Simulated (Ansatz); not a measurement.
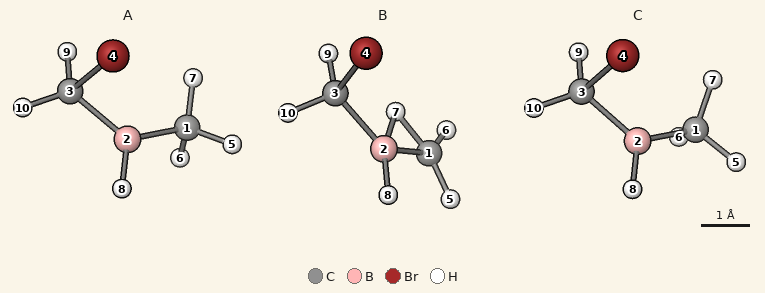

3 geometries from a converged minimum-energy path of C2H6BBr, shuffled. The picture is a ball-and-stick view, seen at a tilt.

Level of theory: Ansatz, RKS PBE-D4/def2-SVP. Run with 7 movable images; climbing image; force threshold 0.03 eV/Å; iteration limit 60; starting path through a guess of the saddle point.

> Which frame is the top of the path?

B. In order along the path, whose images run from 0 to 8: A (image 0, 0.0 kcal/mol), C (image 1, +0.7 kcal/mol), B (image 4, +69.6 kcal/mol). No bond forms or breaks between the ends. Among the angles between lasting bonds that change up to the highest image: B2–C1–H7 115.0° → 55.6°, H5–C1–H7 109.4° → 153.4°.
